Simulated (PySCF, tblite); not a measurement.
**C6H11BO2: geometry, infrared bands, NMR shifts and electronic excitations**

What infrared bands, NMR shifts and electronic excitations should C6H11BO2 (`C=C(C)C1COBOC1`) show?

Computed with tblite 0.8.0 and PySCF 2.14.0, with density-fitted response routines of our own, on a single molecule in the gas phase. Atoms count from 0, in the outputs and in this text.

## Step 1: Starting geometry

20 atoms, charge 0, multiplicity 1; geometry from: force field or distance geometry start.

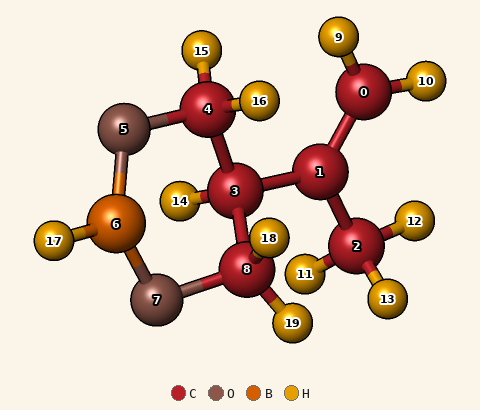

As it starts; carbon red, oxygen brown, boron orange, hydrogen amber, atoms numbered.

## Step 2: Optimising the geometry with GFN2-xTB

What the job is given:

```
{"job": {"kind": "relax", "xc": "GFN2-xTB", "basis": "xTB"}, "charge": 0, "multiplicity": 1}
C     -1.761400    -1.364200    -0.082700
C     -1.192000    -0.226000    -0.492400
C     -2.028200     0.882600    -1.015100
C      0.287600    -0.007600    -0.433500
C      1.011500    -1.217600     0.159400
O      2.377500    -0.986100     0.053400
B      2.767600     0.390700     0.362000
O      1.947400     1.540200    -0.001300
C      0.658600     1.159800     0.450900
H     -1.164900    -2.187300     0.316500
H     -2.853100    -1.477900    -0.143200
H     -1.682900     1.252300    -1.984800
H     -3.101300     0.556000    -1.142100
H     -2.075700     1.688500    -0.248500
H      0.655700     0.096200    -1.452200
H      0.727800    -2.090500    -0.434800
H      0.737200    -1.298200     1.231500
H      3.917000     0.599800     0.518800
H      0.827100     0.720500     1.469600
H     -0.060100     1.979400     0.455700
```

The run is started by

```console
OMP_NUM_THREADS=1 python probes_run.py task.json out
```

The driver reads the jobs from task.json and runs them one after another.

Standard output:

```text
step      E/eV     max force
  0    -757.50707    3.534
  1    -757.98232    2.048
  2    -758.29527    1.868
  3    -758.40997    0.986
  4    -758.50386    0.791
  5    -758.58740    0.826
  6    -758.66084    0.954
  7    -758.74696    0.989
  8    -758.80589    0.833
  9    -758.84828    0.487
 10    -758.88030    0.413
 11    -758.89962    0.349
 12    -758.91541    0.368
 13    -758.92856    0.278
 14    -758.93973    0.265
 15    -758.95000    0.255
 16    -758.95880    0.280
 17    -758.96550    0.242
 18    -758.97043    0.203
 19    -758.97460    0.161
 20    -758.97852    0.141
 21    -758.98173    0.109
 22    -758.98382    0.091
 23    -758.98522    0.091
 24    -758.98654    0.091
 25    -758.98802    0.080
 26    -758.98946    0.078
 27    -758.99074    0.086
 28    -758.99191    0.111
 29    -758.99304    0.099
 30    -758.99410    0.078
 31    -758.99506    0.077
 32    -758.99588    0.067
 33    -758.99649    0.055
 34    -758.99690    0.043
 35    -758.99723    0.033
 36    -758.99753    0.037
 37    -758.99785    0.039
 38    -758.99819    0.049
 39    -758.99847    0.043
 40    -758.99867    0.030
 41    -758.99882    0.030
 42    -758.99896    0.029
 43    -758.99910    0.027
 44    -758.99924    0.026
 45    -758.99941    0.030
 46    -758.99962    0.033
 47    -758.99987    0.038
 48    -759.00011    0.031
 49    -759.00027    0.020
 50    -759.00037    0.020
 51    -759.00047    0.029
 52    -759.00059    0.030
 53    -759.00068    0.019
 54    -759.00076    0.019
 55    -759.00083    0.020
 56    -759.00094    0.029
 57    -759.00109    0.034
 58    -759.00123    0.026
 59    -759.00134    0.022
 60    -759.00142    0.019
 61    -759.00150    0.016
 62    -759.00156    0.015
 63    -759.00160    0.013
 64    -759.00163    0.012
 65    -759.00165    0.011
 66    -759.00167    0.008
```

Run time: 1.4 s. Hardware: 1 thread of Intel Xeon at 2.50GHz, shared host; peak memory 0.18 GiB.

Relaxation path: (not every step is listed)

| step | energy from step 0 (eV) | largest force (eV/Å) |
| --- | --- | --- |
| 0 | 0.0000 | 3.5342 |
| 1 | -0.4752 | 2.0476 |
| 2 | -0.7882 | 1.8676 |
| 3 | -0.9029 | 0.9857 |
| 4 | -0.9968 | 0.7908 |
| 5 | -1.0803 | 0.8259 |
| 6 | -1.1538 | 0.9540 |
| 7 | -1.2399 | 0.9886 |
| 8 | -1.2988 | 0.8329 |
| 13 | -1.4215 | 0.2776 |
| 18 | -1.4634 | 0.2032 |
| 23 | -1.4782 | 0.0914 |
| 28 | -1.4848 | 0.1107 |
| 33 | -1.4894 | 0.0551 |
| 38 | -1.4911 | 0.0492 |
| 43 | -1.4920 | 0.0269 |
| 48 | -1.4930 | 0.0305 |
| 53 | -1.4936 | 0.0188 |
| 58 | -1.4942 | 0.0263 |
| 61 | -1.4944 | 0.0164 |
| 62 | -1.4945 | 0.0153 |
| 63 | -1.4945 | 0.0132 |
| 64 | -1.4946 | 0.0117 |
| 65 | -1.4946 | 0.0114 |
| 66 | -1.4946 | 0.0084 |

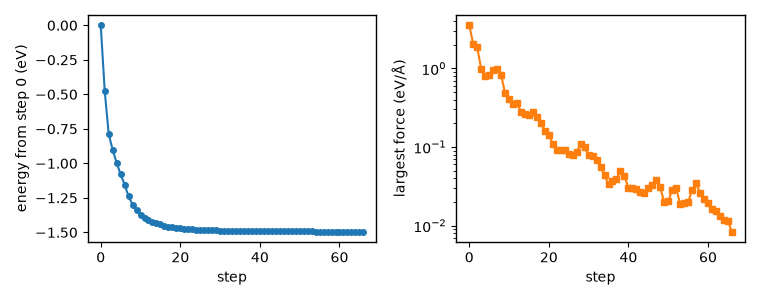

Energy and force, step by step.

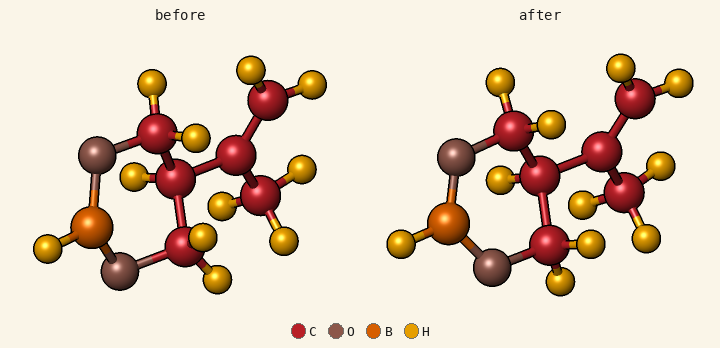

Before and after, at one scale.

Distances of close pairs at the start and the end, largest changes first:

| bond | before (Å) | after (Å) | change (Å) |
| --- | --- | --- | --- |
| O5–B6 | 1.464 | 1.350 | -0.114 |
| B6–O7 | 1.458 | 1.351 | -0.107 |
| C2–H12 | 1.129 | 1.087 | -0.042 |
| C3–C8 | 1.511 | 1.539 | +0.028 |
| C4–O5 | 1.390 | 1.414 | +0.024 |
| C8–H18 | 1.122 | 1.098 | -0.024 |
| C2–H13 | 1.113 | 1.090 | -0.024 |
| C0–H10 | 1.099 | 1.077 | -0.022 |

The end geometry stands in the next job.

## Step 3: Vibrational analysis with GFN2-xTB

What the job is given:

```
{"job": {"kind": "ir", "xc": "GFN2-xTB", "basis": "xTB"}, "charge": 0, "multiplicity": 1}
C     -1.821586    -1.367085     0.018756
C     -1.241310    -0.263437    -0.425371
C     -2.053084     0.863142    -0.997970
C      0.249125    -0.028078    -0.409574
C      1.083291    -1.224998     0.058606
O      2.463914    -0.921644     0.067254
B      2.863151     0.345310     0.309534
O      2.018307     1.376128     0.530547
C      0.622375     1.169256     0.482409
H     -1.277196    -2.193147     0.437750
H     -2.890951    -1.486269    -0.026229
H     -1.603731     1.236935    -1.915906
H     -3.066619     0.534929    -1.211523
H     -2.107480     1.689748    -0.290223
H      0.576425     0.215679    -1.429474
H      0.947552    -2.078235    -0.613663
H      0.789063    -1.519893     1.073302
H      4.009595     0.565300     0.329005
H      0.250946     1.001885     1.502306
H      0.183064     2.095154     0.097731
```

Standard output:

```text
mode    cm-1     km/mol
  1      35.1      0.05
  2     126.0      2.30
  3     138.8      0.24
  4     176.9      1.85
  5     203.3      0.40
  6     311.6      0.28
  7     344.4      0.39
  8     398.9     17.04
  9     446.0      0.39
 10     456.5      8.08
 11     487.4      2.78
 12     541.0      0.27
 13     692.3     11.42
 14     705.7     13.78
 15     776.0     89.81
 16     897.5     26.58
 17     905.7      1.40
 18     917.7      8.56
 19     927.3      0.90
 20     930.1      4.54
 21     941.3      5.70
 22     996.1      1.13
 23    1016.4      2.35
 24    1042.9      4.87
 25    1080.2     18.39
 26    1110.1     15.29
 27    1121.2     10.47
 28    1174.9    173.89
 29    1197.2      1.13
 30    1216.1     37.99
 31    1217.2    268.02
 32    1247.2     17.80
 33    1278.2     19.39
 34    1305.6     28.33
 35    1335.8    144.92
 36    1349.7     15.47
 37    1400.9      4.01
 38    1424.7      4.54
 39    1472.9      5.65
 40    1484.3      5.05
 41    1485.7      3.24
 42    1488.7      1.78
 43    1725.4     25.34
 44    2672.8    161.29
 45    2889.1     16.28
 46    2898.6      0.24
 47    2911.7    107.92
 48    2938.5     46.75
 49    2939.5     20.35
 50    3005.9     25.59
 51    3027.1     26.37
 52    3051.2     24.25
 53    3113.6     25.11
 54    3148.4     33.44
```

It took 2.3 s on 1 thread of Intel Xeon at 2.50GHz, shared host; peak memory 0.18 GiB.

Which atoms move in the most intense modes:

| cm⁻¹ | km/mol | atoms |
| --- | --- | --- |
| 776 | 89.8 | H17 67 %, B6 30 % |
| 1175 | 173.9 | O7 26 %, O5 24 %, B6 14 %, C8 13 % |
| 1216 | 38.0 | H14 29 %, C1 18 %, H16 16 % |
| 1217 | 268.0 | B6 36 %, H18 14 %, H15 11 % |
| 1336 | 144.9 | H19 24 %, H18 24 %, B6 14 % |
| 2673 | 161.3 | H17 92 % |
| 2912 | 107.9 | H14 49 %, H16 34 % |
| 2938 | 46.8 | H19 71 %, H15 18 % |

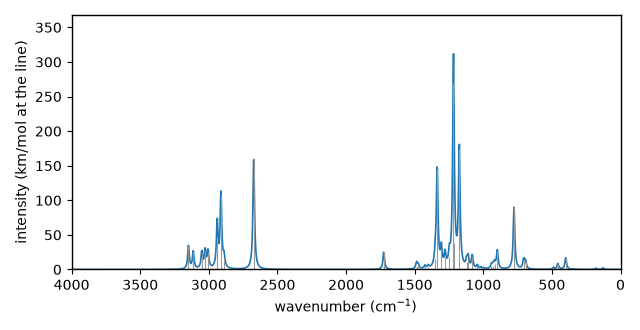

The infrared spectrum from these modes, unscaled. Lines are broadened to a width of 14 cm⁻¹ (Lorentzian).

## Step 4: Geometry optimisation at PBE0-D3(BJ)/def2-SVP

What the job is given:

```
{"job": {"xc": "PBE0", "basis": "def2-SVP", "d3": "d3bj", "grid": 1, "shake": 0.01, "kind": "geom"}, "charge": 0, "multiplicity": 1}
C     -1.801180    -1.392640     0.022940
C     -1.246990    -0.267960    -0.427530
C     -2.073280     0.860820    -1.006620
C      0.282350    -0.025820    -0.413100
C      1.080480    -1.231680     0.048050
O      2.460010    -0.916820     0.064870
B      2.872730     0.343310     0.309780
O      2.033770     1.381580     0.525490
C      0.620550     1.174660     0.501760
H     -1.279890    -2.195580     0.447770
H     -2.899820    -1.489190    -0.017400
H     -1.597930     1.237850    -1.909200
H     -3.094900     0.545140    -1.221120
H     -2.124170     1.692510    -0.283220
H      0.571980     0.204910    -1.429210
H      0.947020    -2.064180    -0.606190
H      0.791000    -1.508780     1.071250
H      4.000340     0.571140     0.334830
H      0.248800     0.994060     1.504600
H      0.158130     2.102060     0.102640
```

Standard output:

```text
step   0  E = -409.85612529  max force = 0.032375
step   1  E = -409.86301406  max force = 0.008022
step   2  E = -409.86338381  max force = 0.002038
step   3  E = -409.86337484  max force = 0.002363
step   4  E = -409.86345098  max force = 0.000446
step   5  E = -409.86345677  max force = 0.000326
optimisation converged
```

Run time: 4.3 min. Hardware: 1 thread of Intel Xeon at 2.50GHz, shared host; peak memory 0.84 GiB.

The steps of the relaxation:

| step | energy from step 0 (eV) | largest force component (eV/Å) |
| --- | --- | --- |
| 0 | 0.0000 | 1.6648 |
| 1 | -0.1875 | 0.4125 |
| 2 | -0.1975 | 0.1048 |
| 3 | -0.1973 | 0.1215 |
| 4 | -0.1993 | 0.0229 |
| 5 | -0.1995 | 0.0168 |

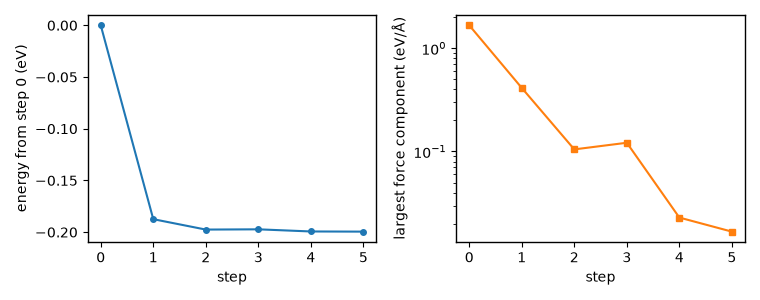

Energy and largest force along the relaxation.

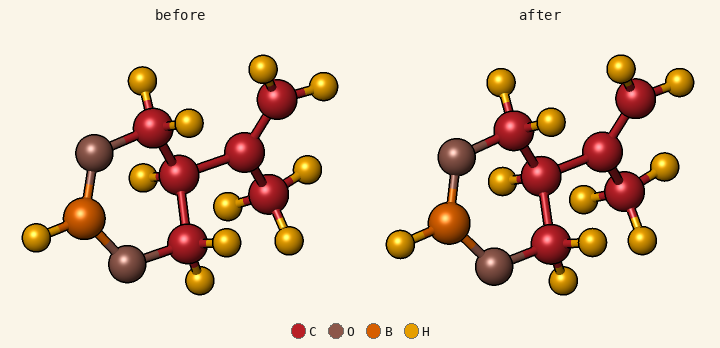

Before and after, at one scale.

Distances of close pairs at the start and the end, largest changes first:

| bond | before (Å) | after (Å) | change (Å) |
| --- | --- | --- | --- |
| B6–H17 | 1.151 | 1.205 | +0.054 |
| C0–H9 | 1.047 | 1.092 | +0.044 |
| C1–C3 | 1.548 | 1.510 | -0.039 |
| C4–H15 | 1.067 | 1.101 | +0.034 |
| C3–H14 | 1.081 | 1.108 | +0.026 |
| C8–H18 | 1.085 | 1.105 | +0.021 |
| O7–C8 | 1.428 | 1.409 | -0.019 |
| C3–C8 | 1.547 | 1.529 | -0.017 |

The final coordinates are the input of the step that follows.

| at the end point | value |
| --- | --- |
| point group (found at 0.08 Å tolerance) | C1 |
| rotational constants (GHz, main isotopes) | 3.240, 1.158, 0.925 |
| dipole moment (D) | 3.06 |

## Step 5: Shielding tensors: PBE0/pcSseg-1

What the job is given:

```
{"job": {"kind": "nmr", "xc": "PBE0", "basis": "pcSseg-1"}, "charge": 0, "multiplicity": 1}
C     -2.218697    -1.719024     0.072675
C     -1.646447    -0.591981    -0.368014
C     -2.457126     0.498531    -1.007437
C     -0.163686    -0.327634    -0.265120
C      0.671914    -1.509235     0.201018
O      2.041529    -1.176504     0.272287
B      2.418818     0.095251     0.560217
O      1.525799     1.098576     0.763004
C      0.141376     0.863073     0.644773
H     -1.657237    -2.526530     0.546731
H     -3.295731    -1.873210    -0.033039
H     -2.018312     0.806600    -1.970793
H     -3.491907     0.176127    -1.186400
H     -2.494139     1.400646    -0.374400
H      0.194046    -0.057053    -1.277993
H      0.564142    -2.358562    -0.490842
H      0.333198    -1.848643     1.196118
H      3.594839     0.346218     0.636083
H     -0.287807     0.678346     1.646485
H     -0.317603     1.784445     0.255806
```

Level: GIAO PBE0/pcSseg-1 NMR shielding, non-relativistic, gas phase.

Standard output:

```text
coarse grid: 16600 points
cycle   1  E = -409.9047757791  dE =  1.250e+00  |g| = 7.834e-01  |ddm| = 3.959e+00
cycle   2  E = -409.8134923790  dE =  9.128e-02  |g| = 1.076e+00  |ddm| = 1.296e+00
cycle   3  E = -410.0194190946  dE = -2.059e-01  |g| = 9.946e-02  |ddm| = 7.827e-01
cycle   4  E = -410.0211880493  dE = -1.769e-03  |g| = 4.112e-02  |ddm| = 1.187e-01
cycle   5  E = -410.0215741043  dE = -3.861e-04  |g| = 1.478e-02  |ddm| = 5.202e-02
cycle   6  E = -410.0216220693  dE = -4.797e-05  |g| = 4.862e-03  |ddm| = 1.475e-02
cycle   7  E = -410.0216279163  dE = -5.847e-06  |g| = 4.047e-04  |ddm| = 4.395e-03
final grid: 159968 points
cycle   8  E = -410.0966794826  dE = -5.641e-05  |g| = 1.263e-02  |ddm| = 4.222e-02
cycle   9  E = -410.0966527215  dE =  2.676e-05  |g| = 1.762e-02  |ddm| = 2.163e-02
cycle  10  E = -410.0967111560  dE = -5.843e-05  |g| = 1.558e-03  |ddm| = 1.310e-02
cycle  11  E = -410.0967116727  dE = -5.167e-07  |g| = 3.232e-04  |ddm| = 1.380e-03
cycle  12  E = -410.0967116906  dE = -1.793e-08  |g| = 1.776e-04  |ddm| = 3.961e-04
cycle  13  E = -410.0967116984  dE = -7.730e-09  |g| = 3.404e-05  |ddm| = 1.826e-04
cycle  14  E = -410.0967116987  dE = -2.761e-10  |g| = 7.707e-06  |ddm| = 3.981e-05
converged SCF energy = -410.0967116987

GIAO shielding tensors (ppm)
atom      isotropic    diamagn.    paramagn.     s11        s22        s33       span
  0 C       66.920     252.556    -185.636    -38.205     85.399    153.565    191.770
  1 C       33.066     260.217    -227.151    -89.779     31.932    157.046    246.824
  2 C      158.704     245.847     -87.143    139.325    151.733    185.054     45.728
  3 C      140.069     255.633    -115.563    123.737    136.999    159.471     35.734
  4 C      119.227     246.978    -127.752    101.833    104.450    151.397     49.564
  5 O      208.545     392.891    -184.346     77.048    211.442    337.146    260.098
  6 B       77.211     198.217    -121.006     61.788     73.506     96.339     34.551
  7 O      204.612     393.259    -188.647     76.057    202.104    335.676    259.620
  8 C      116.560     248.127    -131.567     96.759    105.352    147.569     50.810
  9 H       26.494      32.205      -5.711     23.760     23.896     31.826      8.066
 10 H       26.104      29.458      -3.354     23.732     24.576     30.005      6.272
 11 H       29.581      29.194       0.388     25.620     28.338     34.786      9.165
 12 H       29.377      28.342       1.035     25.403     27.905     34.824      9.420
 13 H       29.300      29.307      -0.008     24.661     29.030     34.207      9.546
 14 H       29.182      35.228      -6.046     25.939     28.541     33.067      7.129
 15 H       27.294      31.106      -3.812     22.521     28.200     31.160      8.639
 16 H       27.398      32.584      -5.185     22.487     27.788     31.920      9.434
 17 H       27.149      28.797      -1.648     23.823     26.124     31.501      7.678
 18 H       27.836      32.223      -4.387     23.756     28.310     31.442      7.687
 19 H       27.155      31.961      -4.806     21.594     28.574     31.299      9.705
```

Wall time 1.8 min (1 thread of Intel Xeon at 2.50GHz, shared host); peak memory 1.1 GiB.

The references, computed at this level on geometries of the same kind, shield at (ppm): 1H TMS 31.27, 13C TMS 184.4, 17O H2O 334.6, 11B BF3·OEt2 100.7. Their shielding less the atom's gives the shift. The references are single molecules in the gas phase, so shifts against H2O, NH3, PH3, H3PO4 or CFCl3 are not on the usual liquid scales and can be off by tens of ppm. Atoms listed in one row are averaged.

| atoms | environment | σ (ppm) | δ (ppm) | δ scaled to CDCl3 |
| --- | --- | --- | --- | --- |
| C1 | fully substituted alkene carbon | 33.1 | 151.3 | 146.4 |
| C0 | terminal =CH2 carbon | 66.9 | 117.5 | 113.6 |
| C4, C8 | sp3 CH2 bonded to O | 117.9 | 66.5 | 64.1 |
| C3 | allylic sp3 CH | 140.1 | 44.3 | 42.5 |
| C2 | allylic methyl carbon | 158.7 | 25.7 | 24.5 |
| H10 | hydrogen on a terminal =CH2 carbon | 26.10 | 5.16 | 5.11 |
| H9 | hydrogen on a terminal =CH2 carbon | 26.49 | 4.77 | 4.74 |
| H17 | hydrogen on a boron bonded to 2 O, in a 6-membered ring | 27.15 | 4.12 | – |
| H15, H19 | hydrogen on an sp3 CH2 bonded to O | 27.22 | 4.04 | 4.05 |
| H16, H18 | hydrogen on an sp3 CH2 bonded to O | 27.62 | 3.65 | 3.68 |
| H14 | hydrogen on an allylic sp3 CH | 29.18 | 2.08 | 2.19 |
| H11, H12, H13 | hydrogen on an allylic methyl carbon | 29.42 | 1.85 | 1.97 |
| O5, O7 | oxygen bonded to C, B, in a 6-membered ring | 206.6 | 128.0 | – |
| B6 | boron bonded to 2 O, H, in a 6-membered ring | 77.2 | 23.5 | – |

The scaled column applies a straight-line fit of computed shieldings to shifts measured in CDCl3 (root-mean-square error 0.21 ppm for H, 2.0 ppm for C).

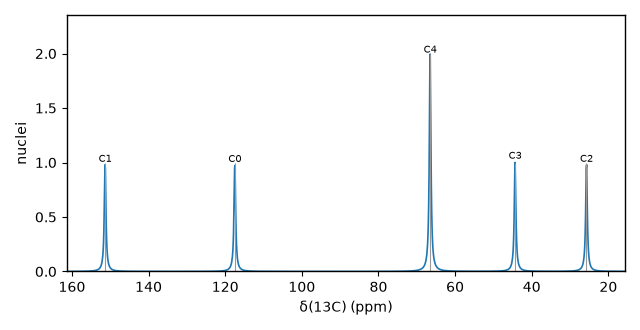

13C lines at the computed shifts, without couplings. Lines are broadened to a width of 0.50 ppm (Lorentzian).

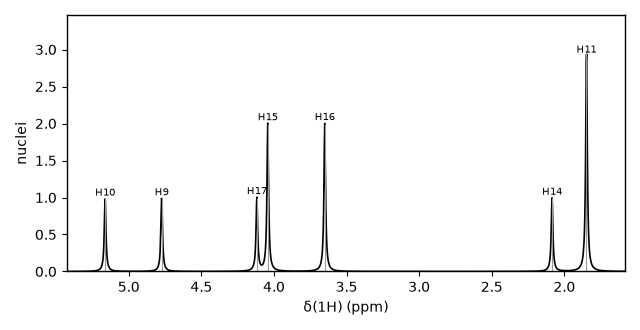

1H lines at the computed shifts, without couplings. Lines are broadened to a width of 0.01 ppm (Lorentzian).

The run also stored atomic charges by several schemes (e):

| atoms | Mulliken | IAO | Hirshfeld | ESP fit |
| --- | --- | --- | --- | --- |
| C0 | -0.09 | -0.34 | -0.11 | -0.51 |
| C1 | -0.37 | 0.03 | 0.02 | 0.04 |
| C2 | -0.17 | -0.42 | -0.11 | -0.39 |
| C3 | -0.39 | -0.15 | -0.04 | -0.09 |
| C4, C8 | 0.17 | -0.05 | 0.01 | 0.40 |
| O5, O7 | -0.50 | -0.40 | -0.18 | -0.61 |
| B6 | 0.48 | 0.35 | 0.20 | 0.69 |

IAO charges:

C0 -0.34; C1 0.03; C2 -0.42; C3 -0.15; C4 -0.05; O5 -0.40; B6 0.35; O7 -0.40; C8 -0.05; H9 0.14; H10 0.15; H11 0.15; H12 0.15; H13 0.14; H14 0.14; H15 0.15; H16 0.13; H17 0.00; H18 0.13; H19 0.14

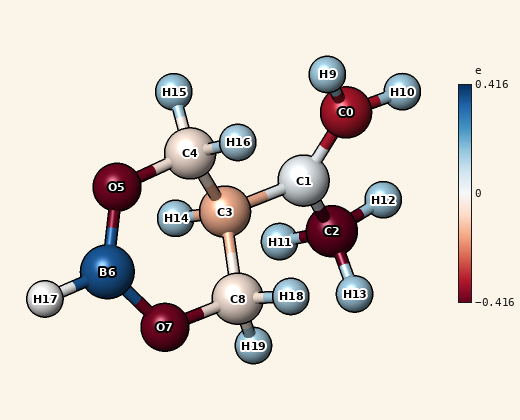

IAO charges, as colours on the atoms.

Mayer bond orders: C0–C1 1.98, C1–C2 1.05, C1–C3 0.99, C3–C4 1.03, C4–O5 0.87, O5–B6 1.16, B6–O7 1.16, O7–C8 0.88, C8–C3 1.00.

Ring of atoms C3, C4, O5, B6, O7, C8: NICS(0) -1.7, NICS(1) -1.6, NICS(1)zz 0.9 ppm (means of both faces).

[end of part 1 of 2]
